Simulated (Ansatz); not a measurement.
**InF (SMILES [F][In]): levels of theory compared**

Wanted: a comparison of 6 runs (UHF/STO-3G, UPBE0/STO-3G, CCSDT(Q)/STO-3G, CCSDTQ/STO-3G, UCCSD(T)/STO-3G, FCI/STO-3G) of InF. 

The results are computed with Ansatz 0.2.0.

45 further runs of the same task are left out: 5 that didn't finish, 40 set aside as unsound or not needed.

### 1 Starting point

InF has 2 atoms, charge 0, and is taken as a singlet. As SMILES, `[F][In]`. The In2–F1 distance was set to 2.532 Å, away from the relaxed value.

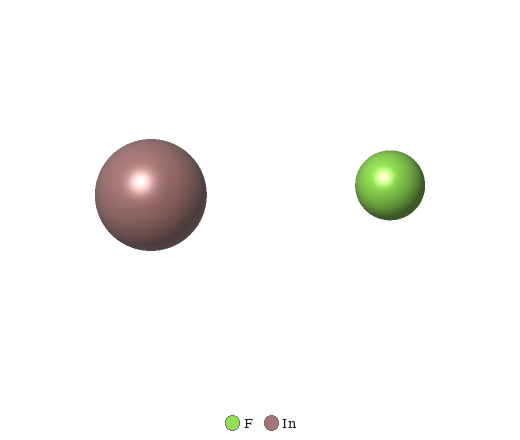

Viewed from a chosen angle; fluorine green, indium brown.

### 2 The energy at UHF/STO-3G (run 1)

File job.yaml:

```yaml
basis:
  gaussian: {orbitals: STO-3G}
crystal:
  periodic: [false, false, false]
  atoms:
    - {symbol: F, position_ang: [0.000000, 0.000000, -0.506410]}
    - {symbol: In, position_ang: [0.000000, 0.000000, 2.025490]}
total_charge: 0
magnetization: {spin_polarized: true, initial_magnetization: 0}
hamiltonian: {xc: hf}
accuracy: high
```

Run with:

```
ansatz run job.yaml --threads 1 --pin off --max-ram 2610MiB --events-out events.jsonl --progress --plain --runs-dir runs
```

The log of the run:

```text
Warning: RAYON_NUM_THREADS=1 ignored (pool sized by the plan → 1); use --threads N
Functional definition: HF
  name "HF"
  exchange = exact_x
  correlation = 0
557 factors; integrals over basis functions are off by at most 6.4e-9 eV
mean field evaluation 1: about -157298.9571 eV, gradient 1.1e1 eV
mean field evaluation 2: about -157299.0003 eV, gradient 1.1e1 eV
mean field evaluation 4: about -157302.6249 eV, gradient 2.9e0 eV
mean field evaluation 8: about -157302.9022 eV, gradient 6.6e-2 eV
mean field evaluation 16: about -157302.9023 eV, gradient 1.5e-4 eV
mean field evaluation 32: about -157303.4575 eV, gradient 8.8e-4 eV
mean field evaluation 64: about -157303.2600 eV, gradient 7.2e-1 eV
mean field evaluation 96: about -157302.6281 eV, gradient 2.6e-1 eV
mean field evaluation 128: about -157302.6169 eV, gradient 5.4e-5 eV
mean field evaluation 160: about -157303.0870 eV, gradient 1.0e0 eV
mean field -157303.45749499 eV, -5780.7954388279 hartree, gradient 4.5e-8 eV, S^2 0.579898; 9 other end points of the search recorded, 0 dependent functions left out
reference -157303.45749499 eV, -5780.7954388279 hartree; 29, 29 occupied and 3, 3 virtual orbitals, 557 factors
Total energy: -157303.45749499 eV, -5780.7954388279 hartree
```

It took 1.8 s on 1 thread of Arm Neoverse V2, shared host; peak memory 0.098 GiB.

### 3 A single-point energy at UPBE0/STO-3G (run 2)

File in.yaml:

```yaml
crystal:
  periodic: [false, false, false]
  atoms:
    - {symbol: F, position_ang: [0.000000, 0.000000, -0.506410]}
    - {symbol: In, position_ang: [0.000000, 0.000000, 2.025490]}
basis:
  gaussian: {orbitals: STO-3G}
magnetization: {spin_polarized: true, initial_magnetization: 0}
hamiltonian: {xc: {name: PBE0}}
accuracy: high
```

Run with:

```
ansatz run in.yaml --threads 1 --pin off --max-ram 2610MiB --events-out events.jsonl --progress --plain --runs-dir runs
```

The log of the run:

```text
Warning: RAYON_NUM_THREADS=1 ignored (pool sized by the plan → 1); use --threads N
Functional definition: PBE0
  name "PBE0"
  parameter a = 0.25
  parameter kappa = 0.804
  parameter beta = 0.06672455060314922
  exchange = (1 - a)*pbe_x(kappa = kappa, mu = beta*pi^2/3) + a*exact_x
  correlation = pbe_c(beta = beta)
557 factors; integrals over basis functions are off by at most 6.4e-9 eV
mean field evaluation 1: about -157352.7901 eV, gradient 1.4e1 eV
mean field evaluation 2: about -157092.9006 eV, gradient 1.1e2 eV
mean field evaluation 4: about -157355.7681 eV, gradient 9.7e0 eV
mean field evaluation 8: about -157357.0369 eV, gradient 2.5e-1 eV
mean field evaluation 16: about -157357.0208 eV, gradient 6.7e-6 eV
mean field -157357.02082187 eV, -5782.7638547841 hartree, gradient 9.2e-8 eV, S^2 0.000000; 2 other end points of the search recorded, 0 dependent functions left out
reference -157357.02082298 eV, -5782.7638548251 hartree; 29, 29 occupied and 3, 3 virtual orbitals, 557 factors
Total energy: -157357.02082298 eV, -5782.7638548251 hartree
```

Run time: 2 s. Hardware: 1 thread of Arm Neoverse V2, shared host; peak memory 0.14 GiB.

Runs 3 to 5 aren't shown in full; the table further down has their settings and results.

### 4 A single-point energy at FCI/STO-3G (run 6)

File in.yaml:

```yaml
crystal:
  periodic: [false, false, false]
  atoms:
    - symbol: F
      position_ang: [0.000000, 0.000000, -0.506410]
    - symbol: In
      position_ang: [0.000000, 0.000000, 2.025490]
basis:
  gaussian: {orbitals: STO-3G}
total_charge: 0
correlation: {method: fci, frozen_orbitals: {F: 1, In: 18}}
accuracy: high
```

Run with:

```
ansatz run in.yaml --threads 1 --pin off --max-ram 2610MiB --events-out events.jsonl --progress --plain --runs-dir runs
```

The log of the run:

```text
Warning: RAYON_NUM_THREADS=1 ignored (pool sized by the plan → 1); use --threads N
[... 4 set-up lines as earlier in the session ...]
557 factors; integrals over basis functions are off by at most 6.4e-9 eV
mean field evaluation 1: about -157298.9571 eV, gradient 1.6e1 eV
mean field evaluation 2: about -157299.0003 eV, gradient 1.6e1 eV
mean field evaluation 4: about -157302.6250 eV, gradient 4.1e0 eV
mean field evaluation 8: about -157302.9022 eV, gradient 9.3e-2 eV
mean field -157302.90226472 eV, -5780.7750344919 hartree, gradient 8.2e-9 eV, S^2 0.000000; 0 other end points of the search recorded, 0 dependent functions left out; unrestricted orbitals would lower it
mean field evaluation 16: about -157302.9820 eV, gradient 1.4e1 eV
19 core orbitals not correlated: weight in the atoms' cores, before any rotation towards them, 1.000 or more for the frozen orbitals, at most 0.000 for the correlated occupied ones
reference -157302.90226472 eV, -5780.7750344919 hartree; 10, 10 occupied and 3, 3 virtual orbitals, 557 factors
state -157305.50297490 eV, -5780.8706088279 hartree
Total energy: -157305.50297490 eV, -5780.8706088279 hartree
```

Run time: 0.99 s. Hardware: 1 thread of Arm Neoverse V2, shared host; peak memory 0.09 GiB.

### 5 The series

```
run            level  frozen core orbitals   energy (Eh)  wall time
  1       UHF/STO-3G                     –  -5780.795439      1.8 s
  2     UPBE0/STO-3G                     –  -5782.763855        2 s
  3  CCSDT(Q)/STO-3G                    19  -5780.873365     0.93 s
  4    CCSDTQ/STO-3G                    19  -5780.870515       17 s
  5  UCCSD(T)/STO-3G                    19  -5780.866525      2.9 s
  6       FCI/STO-3G                    19  -5780.870609     0.99 s
```

### 6 Outcome

| quantity | value |
| --- | --- |
| run 6: total energy | -5780.87061 Eh |
| run 6: correlation energy (19 core orbitals frozen) | -95.6 mEh |

Against full CI in this basis: UHF +75.2 mEh; CCSDT(Q) -2.8 mEh; CCSDTQ +0.1 mEh; UCCSD(T) +4.1 mEh. In runs 3, 4 the log says that unrestricted orbitals would lower the reference, so the values rest on an unstable closed-shell determinant (other closed-shell runs at this shape may share the fault). In runs 1, 2, 3, 4, 5, 6 the basis is minimal, so the values are rough. In runs 1, 2, 3, 4, 5, 6 relativity is left out where basis or elements ask for it. Spin contamination of the reference: run 1 ⟨S²⟩ = 0.58, run 5 ⟨S²⟩ = 0.58. All runs together took 25 s, the longest 17 s.
